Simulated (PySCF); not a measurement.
**What a change does: NMR shielding calculation on Si₂PNH₈S**

System: Si₂PNH₈S, SMILES N[SiH2]S[SiH2]P.
Method of the first run: GIAO PBE0/STO-3G NMR shielding, non-relativistic, gas phase (PySCF 2.14.0).

The geometry comes from this level: PBE0-D3(BJ)/def2-SVP. Text and figures count atoms from 1; the logs count them from 0 in places.

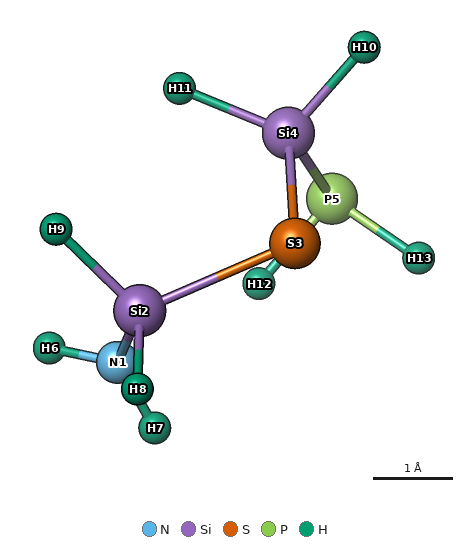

Figure 1. The input geometry (ball-and-stick view, seen at a tilt; atoms are numbered from 1 in the order of the input). Bond lengths as drawn: H–N 1.01 Å, H–P 1.43 Å, H–Si 1.49 to 1.50 Å, N–Si 1.72 Å, P–Si 2.26 Å and S–Si 2.15 to 2.16 Å.

### Input file, the first run
```
{"job": {"kind": "nmr", "xc": "PBE0", "basis": "STO-3G", "pop": true}, "charge": 0, "multiplicity": 1}
N      1.592187     0.461328    -0.805925
Si     1.633872    -0.420197     0.675002
S     -0.129646    -0.097585     1.865252
Si    -1.620672    -0.685309     0.423860
P     -2.292685     0.928831    -1.005570
H      1.848630     0.023724    -1.682096
H      1.662576     1.471288    -0.842068
H      2.731968    -0.032623     1.609408
H      1.766638    -1.850834     0.275113
H     -2.801157    -1.134742     1.217272
H     -1.104270    -1.826810    -0.392420
H     -0.942678     1.223268    -1.365141
H     -2.336500     1.926566     0.016010
```

The first line tells a small driver script what to run in PySCF; the rest is the geometry in Å.

Command:
```bash
OMP_NUM_THREADS=1 python <driver script> task.json out
```

Hardware: 1 CPU thread, shared host.

### Output (the first run)
```
coarse grid: 12520 points
cycle   1  E = -1361.8227315337  dE = -4.327e-01  |g| = 5.132e-01  |ddm| = 4.179e+00
cycle   2  E = -1361.8457208079  dE = -2.299e-02  |g| = 4.665e-01  |ddm| = 1.654e+00
cycle   3  E = -1361.9246618380  dE = -7.894e-02  |g| = 1.442e-02  |ddm| = 8.091e-01
cycle   4  E = -1361.9247503651  dE = -8.853e-05  |g| = 6.163e-03  |ddm| = 4.162e-02
cycle   5  E = -1361.9247665206  dE = -1.616e-05  |g| = 1.358e-03  |ddm| = 1.430e-02
cycle   6  E = -1361.9247673495  dE = -8.289e-07  |g| = 3.783e-04  |ddm| = 3.691e-03
final grid: 101496 points
cycle   7  E = -1361.8830341562  dE = -4.856e-06  |g| = 3.967e-03  |ddm| = 1.450e-02
cycle   8  E = -1361.8830346589  dE = -5.027e-07  |g| = 3.851e-03  |ddm| = 1.333e-02
cycle   9  E = -1361.8830398969  dE = -5.238e-06  |g| = 2.156e-04  |ddm| = 6.584e-03
cycle  10  E = -1361.8830399170  dE = -2.014e-08  |g| = 2.495e-05  |ddm| = 4.452e-04
cycle  11  E = -1361.8830399173  dE = -2.710e-10  |g| = 8.996e-06  |ddm| = 7.440e-05
converged SCF energy = -1361.8830399173

GIAO shielding tensors (ppm)
atom      isotropic    diamagn.    paramagn.     s11        s22        s33       span
  0 N      335.436     316.156      19.280    296.176    307.644    402.488    106.312
  1 Si     533.137     869.885    -336.748    452.577    552.998    593.835    141.257
  2 S     1005.596    1047.705     -42.109    984.227    996.588   1035.974     51.747
  3 Si     526.280     872.101    -345.821    435.503    548.131    595.206    159.703
  4 P      723.690     956.125    -232.435    690.072    720.997    760.003     69.931
  5 H       34.190      32.619       1.571     25.269     29.723     47.577     22.308
  6 H       34.523      32.690       1.833     26.116     30.550     46.903     20.787
  7 H       30.137      30.582      -0.445     25.146     27.427     37.838     12.692
  8 H       30.479      32.599      -2.120     26.725     27.623     37.090     10.365
  9 H       30.591      30.504       0.087     25.766     28.001     38.006     12.240
 10 H       30.783      33.928      -3.145     26.633     29.184     36.532      9.899
 11 H       32.199      35.361      -3.162     25.390     31.342     39.866     14.476
 12 H       32.481      32.751      -0.270     27.612     30.119     39.711     12.099
```

For the second run the input was changed thus:
```diff
-"basis": "STO-3G"
+"basis": "6-31G"
```

How does the second run compare with the first run?

The total energy of the second run is 9712.3 kcal/mol lower, which measures the change of basis and not a stability. The HOMO goes from −3.18 to −6.97 eV. The LUMO goes from 5.21 to −0.08 eV. The dipole moment goes from 1.85 to 3.22 D. Of all shieldings, the largest change is that of S3, by −237.9 ppm. The SCF takes 12 iterations against 11. The basis functions go from 49 to 77.

### Output (the second run)
```
coarse grid: 12520 points
cycle   1  E = -1377.3782865766  dE =  2.950e-01  |g| = 4.463e-01  |ddm| = 3.331e+00
cycle   2  E = -1377.3555452354  dE =  2.274e-02  |g| = 5.571e-01  |ddm| = 1.354e+00
cycle   3  E = -1377.4371598507  dE = -8.161e-02  |g| = 5.249e-02  |ddm| = 7.433e-01
cycle   4  E = -1377.4379067180  dE = -7.469e-04  |g| = 1.980e-02  |ddm| = 1.092e-01
cycle   5  E = -1377.4380294975  dE = -1.228e-04  |g| = 4.035e-03  |ddm| = 3.487e-02
cycle   6  E = -1377.4380354563  dE = -5.959e-06  |g| = 1.240e-03  |ddm| = 9.686e-03
final grid: 101496 points
cycle   7  E = -1377.3606211817  dE = -8.547e-06  |g| = 6.634e-03  |ddm| = 2.648e-02
cycle   8  E = -1377.3606098630  dE =  1.132e-05  |g| = 9.568e-03  |ddm| = 1.950e-02
cycle   9  E = -1377.3606330599  dE = -2.320e-05  |g| = 6.175e-04  |ddm| = 1.129e-02
cycle  10  E = -1377.3606331938  dE = -1.340e-07  |g| = 6.903e-05  |ddm| = 1.162e-03
cycle  11  E = -1377.3606331956  dE = -1.747e-09  |g| = 2.632e-05  |ddm| = 2.174e-04
cycle  12  E = -1377.3606331959  dE = -3.206e-10  |g| = 4.494e-06  |ddm| = 6.859e-05
converged SCF energy = -1377.3606331959

GIAO shielding tensors (ppm)
atom      isotropic    diamagn.    paramagn.     s11        s22        s33       span
  0 N      255.771     324.117     -68.346    229.499    262.285    275.529     46.031
  1 Si     435.210     879.175    -443.965    371.125    454.343    480.161    109.037
  2 S      767.681    1058.290    -290.609    678.342    751.567    873.133    194.791
  3 Si     433.256     880.205    -446.949    347.051    452.643    500.074    153.023
  4 P      589.833     967.670    -377.837    564.047    586.682    618.770     54.724
  5 H       32.547      30.952       1.594     25.696     27.104     44.840     19.144
  6 H       33.228      30.940       2.288     26.671     28.824     44.189     17.518
  7 H       27.134      28.448      -1.314     21.676     24.949     34.778     13.101
  8 H       27.642      28.903      -1.261     23.667     25.528     33.731     10.064
  9 H       27.766      29.502      -1.736     22.728     25.846     34.725     11.997
 10 H       27.976      29.273      -1.296     23.779     27.052     33.099      9.319
 11 H       30.228      30.508      -0.280     23.728     29.352     37.605     13.877
 12 H       30.782      30.922      -0.140     26.718     28.369     37.259     10.541
```

### The two runs side by side

```tsv
quantity	the first run	the second run
outcome	converged	converged
total energy (hartree)	−1361.883040	−1377.360633
HOMO (eV)	−3.18	−6.97
LUMO (eV)	5.21	−0.08
dipole moment (D)	1.85	3.22
shielding of N1 (ppm)	335.4	255.8
shielding of Si2 (ppm)	533.1	435.2
shielding of S3 (ppm)	1005.6	767.7
shielding of Si4 (ppm)	526.3	433.3
shielding of P5 (ppm)	723.7	589.8
shielding of H8 (ppm)	30.1	27.1
shielding of H9 (ppm)	30.5	27.6
SCF iterations	11	12
basis functions	49	77
wall time (shared host)	4.1 s	8.3 s
```
